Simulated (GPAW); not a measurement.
## Cl/Pt(111): work function by functional and basis

Aim: the work function of both faces of Cl/Pt(111), and its spread over functionals and bases.

Main program and level: GPAW 26.7.0; GPAW, PAW setups; slab in vacuum, relaxation, in the first sound run; inputs show where later runs differ.

### 1. The structure

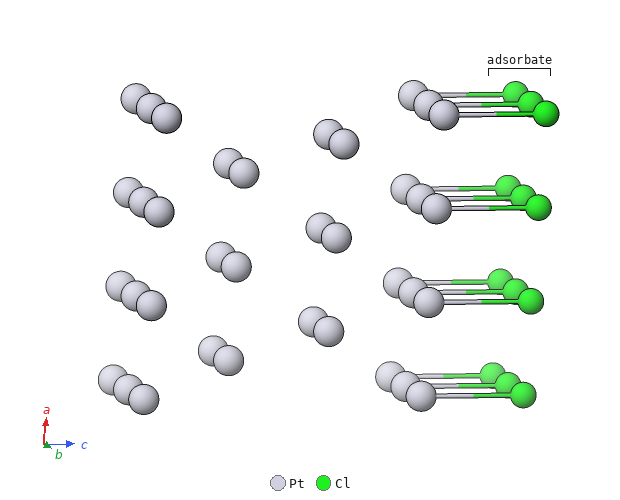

The cell as given, from the side, with the c axis across the page (platinum light grey, chlorine green). 3×2×1 cells are drawn. Some periodic images of atoms are drawn too.

The cell holds 5 atoms: 4 Pt and 1 Cl. Its edges and angles: a = 2.772 Å, b = 2.772 Å, c = 25.289 Å, α = 90.0°, β = 90.0°, γ = 60.0°. Vacuum lies along c.

### 2. Relaxing the atoms

Forces are removed first; all later runs use this geometry. The lowest 2 atoms are held at bulk positions and keep their forces.

The input, run.py:

```python
import json
import numpy as np
from ase import Atoms
from ase.constraints import FixAtoms
from ase.optimize import BFGS
from gpaw import GPAW, PW

slab = Atoms(
    ['Pt', 'Pt', 'Pt', 'Pt', 'Cl'],
    positions=[
        [0.00000, 0.00000, 8.00000],
        [1.38593, 0.80017, 10.26321],
        [2.77186, 1.60033, 12.52643],
        [0.00000, 0.00000, 14.78964],
        [0.00000, 0.00000, 17.28864]],
    cell=[[2.77186, 0.0, 0.0], [1.38593, 2.4005, 0.0], [0.0, 0.0, 25.28864]],
    pbc=[True, True, False])

slab.calc = GPAW(mode=PW(400), xc='PBE', kpts={'size': (13, 13, 1), 'gamma': True},
                 occupations={'name': 'fermi-dirac', 'width': 0.1}, nbands='160%',
                 convergence={'density': 1e-05}, maxiter=200,
                 poissonsolver={'dipolelayer': 'xy'},
                 symmetry={'tolerance': 1e-3, 'extra_ids': [1, 1, 0, 0, 0]}, txt='slab.txt')
result = {}
slab.set_constraint(FixAtoms([0, 1]))
path = []
opt = BFGS(slab, maxstep=0.2)
opt.attach(lambda: path.append((slab.get_potential_energy(), slab.positions.tolist(), slab.get_forces().tolist())))
result['relaxed'] = bool(opt.run(fmax=0.03, steps=40))
result['path'] = path
energy = slab.get_potential_energy()
fermi = slab.calc.get_fermi_level()
v = slab.calc.get_electrostatic_potential().mean((0, 1)) - fermi
n = slab.calc.get_pseudo_density().mean((0, 1))
L = slab.cell[2, 2]
z = np.arange(len(v)) * L / len(v)
low, high = slab.positions[:, 2].min(), slab.positions[:, 2].max()
below, above = np.interp([low - 5.8, high + 5.8], z, v)
slopes = [np.interp(x, z, np.gradient(v, z)) for x in (low - 5.8, high + 5.8)]
eps = np.array([[slab.calc.get_eigenvalues(k, s) for k in range(len(slab.calc.get_ibz_k_points()))]
                for s in range(slab.calc.get_number_of_spins())]) - fermi
top, bottom = eps[eps < 0].max(), eps[eps > 0].min()
dipole = slab.get_dipole_moment()[2]
print(f'energy {energy:.4f} eV, Fermi level {fermi:.4f} eV, dipole {dipole:.5f} e A')
print(f'potential 5.8 A off the faces, from the Fermi level: lower {below:.4f} eV, upper {above:.4f} eV')
print(f'slope of the potential there: lower {slopes[0]:.5f}, upper {slopes[1]:.5f} eV/A')
print(f'nearest levels on the mesh: {top:.4f} and {bottom:.4f} eV')
print('magnetic moment', round(slab.get_magnetic_moment(), 3))
result.update(energy=energy, fermi=fermi, dipole=dipole, below=below, above=above, slopes=slopes, edges=[top, bottom],
              z=z.tolist(), v=v.tolist(), n=n.tolist(), positions=slab.positions.tolist(),
              forces=slab.get_forces(apply_constraint=False).tolist(), moments=slab.get_magnetic_moments().tolist())
json.dump(result, open('result.json', 'w'))
```

Launch:

```sh
$ OMP_NUM_THREADS=1 OPENBLAS_NUM_THREADS=1 python run.py
```

What it wrote:

```text
Step          Energy          fmax
BFGS:    0      -26.240150        1.131541
BFGS:    1      -26.264602        0.947259
BFGS:    2      -26.318473        0.663010
BFGS:    3      -26.330235        0.422425
BFGS:    4      -26.333856        0.374442
BFGS:    5      -26.340205        0.104803
BFGS:    6      -26.340722        0.039228
BFGS:    7      -26.340770        0.026603
energy -26.2189 eV, Fermi level 1.9972 eV, dipole 0.01744 e A
potential 5.8 A off the faces, from the Fermi level: lower 5.6902 eV, upper 5.2236 eV
slope of the potential there: lower -0.00006, upper 0.00020 eV/A
nearest levels on the mesh: -0.0153 and 0.0236 eV
magnetic moment 0.0
```

It took 9 min on 1 thread of Intel Xeon Platinum 8488C (Sapphire Rapids), shared host; peak memory 0.24 GiB.

Step by step:

| step | energy less that of the first step (eV) | largest force (eV/Å) |
| --- | --- | --- |
| 1 | 0.0000 | 1.1315 |
| 2 | -0.0257 | 0.9473 |
| 3 | -0.0874 | 0.6630 |
| 4 | -0.0968 | 0.4224 |
| 5 | -0.1009 | 0.3744 |
| 6 | -0.1082 | 0.1048 |
| 7 | -0.1085 | 0.0392 |
| 8 | -0.1085 | 0.0266 |

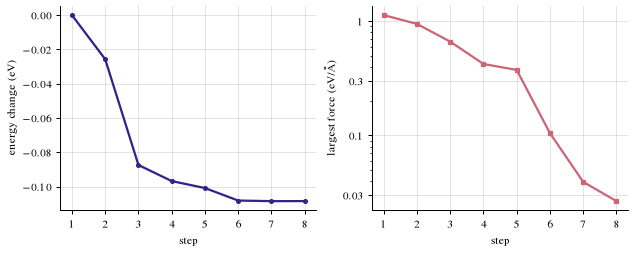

Energy and largest force along the relaxation.

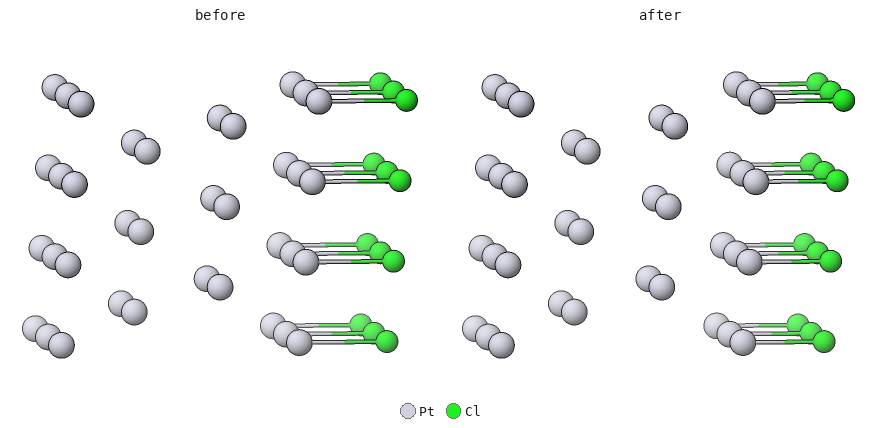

Before and after, at one scale.

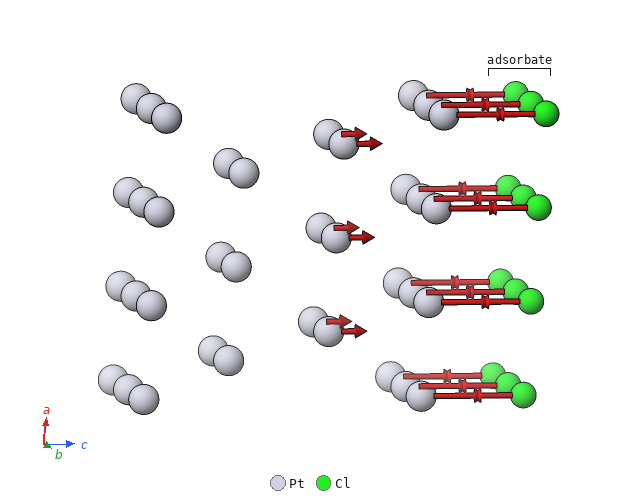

Displacements in the relaxation, exaggerated; the longest in the cell stands for 0.10 Å. 3×2×1 cells are drawn. Some periodic images of atoms are drawn too.

The atoms that moved most (Å):

| atom | dx | dy | dz | length |
| --- | --- | --- | --- | --- |
| Pt4 | 0.000 | 0.000 | 0.099 | 0.099 |
| Cl5 | 0.000 | 0.000 | -0.082 | 0.082 |
| Pt3 | 0.000 | 0.000 | 0.049 | 0.049 |

Final coordinates:

```xyz
5
Lattice="2.7719 0.0000 0.0000 1.3859 2.4005 0.0000 0.0000 0.0000 25.2886" Properties=species:S:1:pos:R:3
Pt    0.0000    0.0000    8.0000
Pt    1.3859    0.8002   10.2632
Pt    2.7719    1.6003   12.5755
Pt    0.0000    0.0000   14.8885
Cl    0.0000    0.0000   17.2066
```

Numbers from this step:

- dipole along the normal: 0.01744 e·Å
- levels nearest the Fermi level on the mesh: -0.01530, 0.02363 eV from the Fermi level
- upper work function: 5.224 eV
- lower work function: 5.690 eV

The electrostatic potential energy of an electron (without an applied field's), less the Fermi level, planar mean oscillates, so the rows of the table below give means over windows of 2.32 Å about each position, cut where the curve ends. Its maxima inside the range that stand out by 2 % of the span (Å: eV): 9.2: -0.292, 11.4: -0.0582, 13.7: -0.131, 16.1: 1.47. Its minima: 8.0: -27.0, 10.2: -27.0, 12.5: -27.1, 14.9: -27.0, 17.2: -25.2.

The electrostatic potential energy of an electron (without an applied field's), less the Fermi level, planar mean by z; means over each step:

| z (Å) | electrostatic potential energy of an electron (without an applied field's), less the Fermi level, planar mean (eV) |
| --- | --- |
| 1.16 | 5.67 |
| 3.48 | 5.69 |
| 5.80 | 5.07 |
| 8.12 | -11.3 |
| 10.44 | -11.7 |
| 12.76 | -11.8 |
| 15.08 | -11.5 |
| 17.40 | -7.01 |
| 19.72 | 5.15 |
| 22.04 | 5.22 |
| 24.36 | 5.24 |

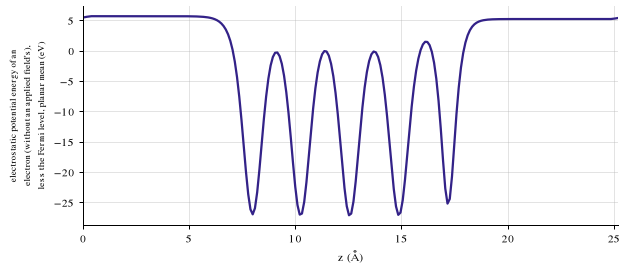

Electrostatic potential energy of an electron (without an applied field's), less the Fermi level, planar mean, plotted against z.

The pseudo valence density, planar mean oscillates, so the rows of the table below give means over windows of 2.32 Å about each position, cut where the curve ends. Its maxima inside the range that stand out by 2 % of the span (Å: e/Å³): 8.0: 2.40, 10.3: 2.37, 12.6: 2.36, 15.0: 2.37, 17.5: 0.696. Its minima: 9.1: 0.328, 11.4: 0.300, 13.7: 0.300, 16.0: 0.232.

Pseudo valence density, planar mean against z; means over each step:

| z (Å) | pseudo valence density, planar mean (e/Å³) |
| --- | --- |
| 3.48 | 3.9e-5 |
| 5.80 | 0.0298 |
| 8.12 | 1.03 |
| 10.44 | 1.04 |
| 12.76 | 1.04 |
| 15.08 | 1.02 |
| 17.40 | 0.440 |
| 19.72 | 0.00508 |
| 22.04 | 0 |

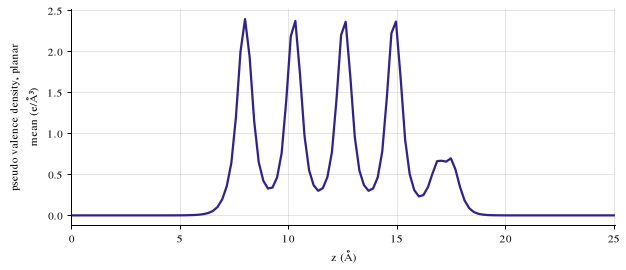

Pseudo valence density, planar mean, plotted against z.

The relaxation lowered the energy of the cell by 0.109 eV (energies extrapolated to zero smearing; the optimiser's log prints free energies). The largest force left on a free atom is 0.027 eV/Å.

### 3. Plane waves, PBE

With the geometry fixed, the planar mean of the potential gives the vacuum level on each side.

This step: GPAW, PAW setups; slab in vacuum (GPAW 26.7.0).

run.py: that of step 2 with these lines changed.

```diff
@@ -3,4 +3,2 @@
 from ase import Atoms
-from ase.constraints import FixAtoms
-from ase.optimize import BFGS
 from gpaw import GPAW, PW
@@ -12,5 +10,5 @@
         [1.38593, 0.80017, 10.26321],
-        [2.77186, 1.60033, 12.52643],
-        [0.00000, 0.00000, 14.78964],
-        [0.00000, 0.00000, 17.28864]],
+        [2.77186, 1.60033, 12.57549],
+        [0.00000, -0.00000, 14.88848],
+        [-0.00000, 0.00000, 17.20661]],
     cell=[[2.77186, 0.0, 0.0], [1.38593, 2.4005, 0.0], [0.0, 0.0, 25.28864]],
@@ -22,10 +20,4 @@
                  poissonsolver={'dipolelayer': 'xy'},
-                 symmetry={'tolerance': 1e-3, 'extra_ids': [1, 1, 0, 0, 0]}, txt='slab.txt')
+                 symmetry={'tolerance': 1e-3}, txt='slab.txt')
 result = {}
-slab.set_constraint(FixAtoms([0, 1]))
-path = []
-opt = BFGS(slab, maxstep=0.2)
-opt.attach(lambda: path.append((slab.get_potential_energy(), slab.positions.tolist(), slab.get_forces().tolist())))
-result['relaxed'] = bool(opt.run(fmax=0.03, steps=40))
-result['path'] = path
 energy = slab.get_potential_energy()
```

What it wrote:

```text
energy -26.2189 eV, Fermi level 1.9973 eV, dipole 0.01730 e A
potential 5.8 A off the faces, from the Fermi level: lower 5.6899 eV, upper 5.2233 eV
slope of the potential there: lower -0.00002, upper 0.00017 eV/A
nearest levels on the mesh: -0.0153 and 0.0237 eV
magnetic moment 0.0
```

It took 89 s on 1 thread; peak memory 0.23 GiB.

This step gave:

| Property | Result |
| --- | --- |
| dipole along the normal | 0.01730 e·Å |
| levels nearest the Fermi level on the mesh | -0.01532, 0.02367 eV from the Fermi level |
| upper work function | 5.223 eV |

The electrostatic potential energy of an electron (without an applied field's), less the Fermi level, planar mean oscillates, so the rows of the table below give means over windows of 2.32 Å about each position, cut where the curve ends. Its maxima inside the range that stand out by 2 % of the span (Å: eV): 9.2: -0.292, 11.4: -0.0582, 13.7: -0.131, 16.1: 1.47. Its minima: 8.0: -27.0, 10.2: -27.0, 12.5: -27.1, 14.9: -27.0, 17.2: -25.2.

Electrostatic potential energy of an electron (without an applied field's), less the Fermi level, planar mean against z; means over each step:

| z (Å) | electrostatic potential energy of an electron (without an applied field's), less the Fermi level, planar mean (eV) |
| --- | --- |
| 1.16 | 5.67 |
| 3.48 | 5.69 |
| 5.80 | 5.07 |
| 8.12 | -11.3 |
| 10.44 | -11.7 |
| 12.76 | -11.8 |
| 15.08 | -11.5 |
| 17.40 | -7.01 |
| 19.72 | 5.15 |
| 22.04 | 5.22 |
| 24.36 | 5.23 |

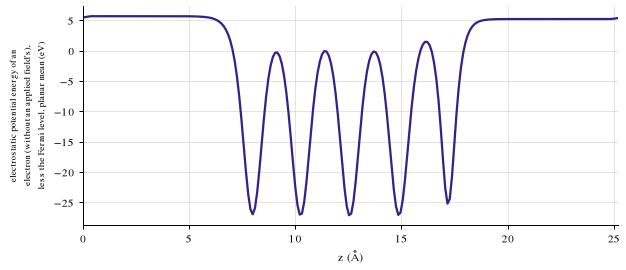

Electrostatic potential energy of an electron (without an applied field's), less the Fermi level, planar mean, plotted against z.

The pseudo valence density, planar mean oscillates, so the rows of the table below give means over windows of 2.32 Å about each position, cut where the curve ends. Its maxima inside the range that stand out by 2 % of the span (Å: e/Å³): 8.0: 2.40, 10.3: 2.37, 12.6: 2.36, 15.0: 2.37, 17.5: 0.696. Its minima: 9.1: 0.328, 11.4: 0.300, 13.7: 0.300, 16.0: 0.232.

Pseudo valence density, planar mean against z; means over each step:

| z (Å) | pseudo valence density, planar mean (e/Å³) |
| --- | --- |
| 3.48 | 3.9e-5 |
| 5.80 | 0.0298 |
| 8.12 | 1.03 |
| 10.44 | 1.04 |
| 12.76 | 1.04 |
| 15.08 | 1.02 |
| 17.40 | 0.440 |
| 19.72 | 0.00508 |
| 22.04 | 0 |

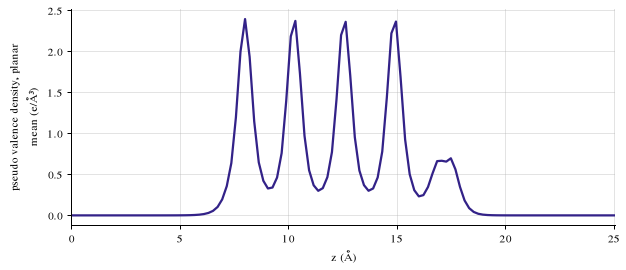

Pseudo valence density, planar mean against z.

Force by atom:

| atom | x (eV/Å) | y (eV/Å) | z (eV/Å) | size |
| --- | --- | --- | --- | --- |
| Pt1 | 0.000 | 0.000 | -0.602 | 0.602 |
| Pt2 | 0.000 | 0.000 | 0.549 | 0.549 |
| Pt3 | 0.000 | 0.000 | 0.006 | 0.006 |
| Pt4 | 0.000 | 0.000 | 0.020 | 0.020 |
| Cl5 | 0.000 | 0.000 | 0.027 | 0.027 |

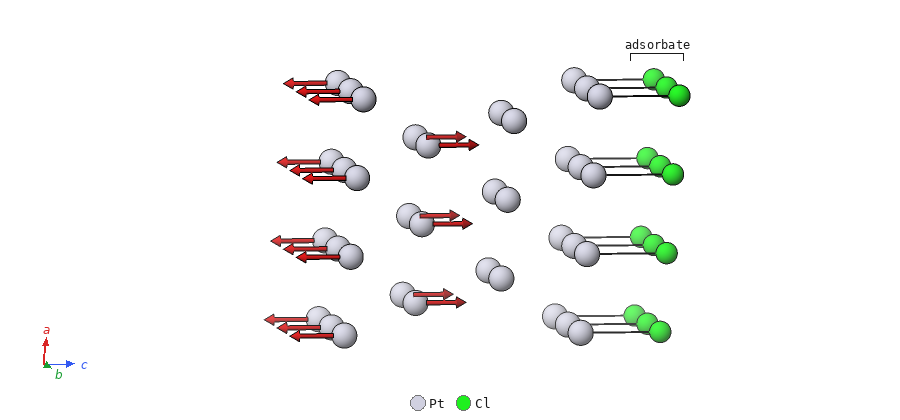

Force as arrows, the longest 0.602 eV/Å. 3×2×1 cells are drawn. Some periodic images of atoms are drawn too.

The potential is flat to 1.7e-4 eV/Å where it is read, so the vacuum is wide enough.

### 4. Self-consistent run: xc = "revPBE"

The same geometry under revPBE, to see how far the functional moves the levels against the vacuum.

run.py: that of step 3 with these lines changed.

```diff
@@ -16,3 +16,3 @@
 
-slab.calc = GPAW(mode=PW(400), xc='PBE', kpts={'size': (13, 13, 1), 'gamma': True},
+slab.calc = GPAW(mode=PW(400), xc='revPBE', kpts={'size': (13, 13, 1), 'gamma': True},
                  occupations={'name': 'fermi-dirac', 'width': 0.1}, nbands='160%',
```

What it wrote:

```text
energy -23.8370 eV, Fermi level 2.0852 eV, dipole 0.01555 e A
potential 5.8 A off the faces, from the Fermi level: lower 5.5482 eV, upper 5.1291 eV
slope of the potential there: lower -0.00004, upper 0.00017 eV/A
nearest levels on the mesh: -0.0165 and 0.0229 eV
magnetic moment 0.0
```

Elapsed: 92 s, on 1 thread; peak memory 0.23 GiB.

Numbers from this step:

- dipole along the normal: 0.01555 e·Å
- levels nearest the Fermi level on the mesh: -0.01647, 0.02289 eV from the Fermi level
- upper work function: 5.129 eV
- lower work function: 5.548 eV

The electrostatic potential energy of an electron (without an applied field's), less the Fermi level, planar mean oscillates, so the rows of the table below give means over windows of 2.32 Å about each position, cut where the curve ends. Its maxima inside the range that stand out by 2 % of the span (Å: eV): 9.2: -0.364, 11.4: -0.129, 13.7: -0.202, 16.1: 1.40. Its minima: 8.0: -27.0, 10.2: -27.0, 12.5: -27.1, 14.9: -27.1, 17.2: -25.2.

Table of electrostatic potential energy of an electron (without an applied field's), less the Fermi level, planar mean by z; means over each step:

| z (Å) | electrostatic potential energy of an electron (without an applied field's), less the Fermi level, planar mean (eV) |
| --- | --- |
| 1.16 | 5.53 |
| 3.48 | 5.55 |
| 5.80 | 4.94 |
| 8.12 | -11.4 |
| 10.44 | -11.8 |
| 12.76 | -11.8 |
| 15.08 | -11.6 |
| 17.40 | -7.06 |
| 19.72 | 5.06 |
| 22.04 | 5.13 |
| 24.36 | 5.14 |

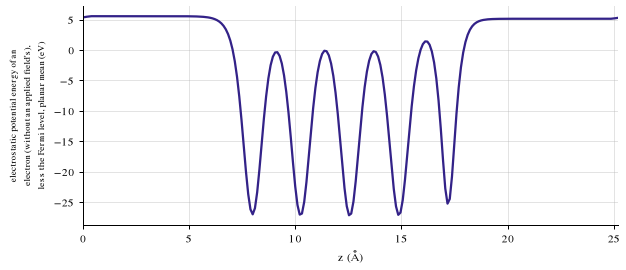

Electrostatic potential energy of an electron (without an applied field's), less the Fermi level, planar mean against z.

The pseudo valence density, planar mean oscillates, so the rows of the table below give means over windows of 2.32 Å about each position, cut where the curve ends. Its maxima inside the range that stand out by 2 % of the span (Å: e/Å³): 8.0: 2.40, 10.3: 2.37, 12.6: 2.36, 15.0: 2.37, 17.5: 0.697. Its minima: 9.1: 0.328, 11.4: 0.299, 13.7: 0.300, 16.0: 0.231.

Table of pseudo valence density, planar mean by z; means over each step:

| z (Å) | pseudo valence density, planar mean (e/Å³) |
| --- | --- |
| 3.48 | 4.0e-5 |
| 5.80 | 0.0297 |
| 8.12 | 1.03 |
| 10.44 | 1.04 |
| 12.76 | 1.04 |
| 15.08 | 1.02 |
| 17.40 | 0.440 |
| 19.72 | 0.00500 |
| 22.04 | 0 |

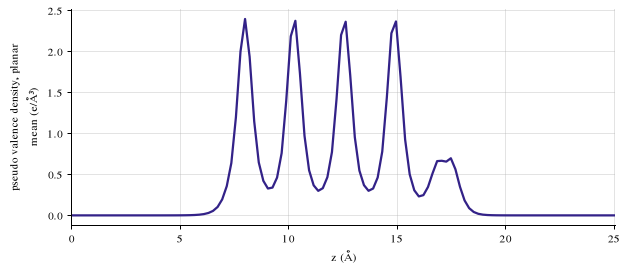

Pseudo valence density, planar mean, plotted against z.

Force by atom:

| atom | x (eV/Å) | y (eV/Å) | z (eV/Å) | size |
| --- | --- | --- | --- | --- |
| Pt1 | 0.000 | 0.000 | -0.750 | 0.750 |
| Pt2 | 0.000 | 0.000 | 0.563 | 0.563 |
| Pt3 | 0.000 | 0.000 | 0.006 | 0.006 |
| Pt4 | 0.000 | 0.000 | 0.023 | 0.023 |
| Cl5 | 0.000 | 0.000 | 0.159 | 0.159 |

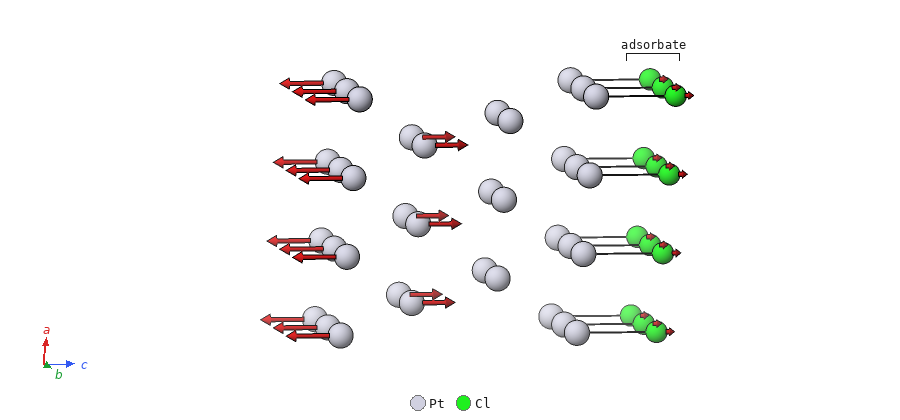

Force as arrows, the longest 0.750 eV/Å. 3×2×1 cells are drawn. Some periodic images of atoms are drawn too.

The upper face's work function is 5.129 eV, against 5.223 eV in the first plane-wave PBE run at this geometry.

### 5. Self-consistent run: xc = "RPBE"

The same geometry under RPBE, to see how far the functional moves the levels against the vacuum.

run.py: that of step 4 with these lines changed.

```diff
@@ -16,3 +16,3 @@
 
-slab.calc = GPAW(mode=PW(400), xc='revPBE', kpts={'size': (13, 13, 1), 'gamma': True},
+slab.calc = GPAW(mode=PW(400), xc='RPBE', kpts={'size': (13, 13, 1), 'gamma': True},
                  occupations={'name': 'fermi-dirac', 'width': 0.1}, nbands='160%',
```

What it wrote:

```text
energy -23.3209 eV, Fermi level 2.1002 eV, dipole 0.01470 e A
potential 5.8 A off the faces, from the Fermi level: lower 5.5279 eV, upper 5.1321 eV
slope of the potential there: lower -0.00004, upper 0.00017 eV/A
nearest levels on the mesh: -0.0170 and 0.0229 eV
magnetic moment 0.0
```

Run time: 83 s. Hardware: 1 thread; peak memory 0.24 GiB.

This step gave:

```
dipole along the normal                    : 0.01470 e·Å
levels nearest the Fermi level on the mesh : -0.01704, 0.02288 eV from the Fermi level
upper work function                        : 5.132 eV
lower work function                        : 5.528 eV
```

The upper face's work function is 5.132 eV, against 5.223 eV in the first plane-wave PBE run at this geometry.

(Continued in part 2 of 2.)

[Logs are printed without paths, hosts, clocks, repeated set-up lines and the standing remarks that a program may print on its own settings, such as how far it seeks lower states.]

[Hosts, paths, dates, database ids (printed as entryN), source tags and the programs' standing remarks are cut or masked in the printed files.]
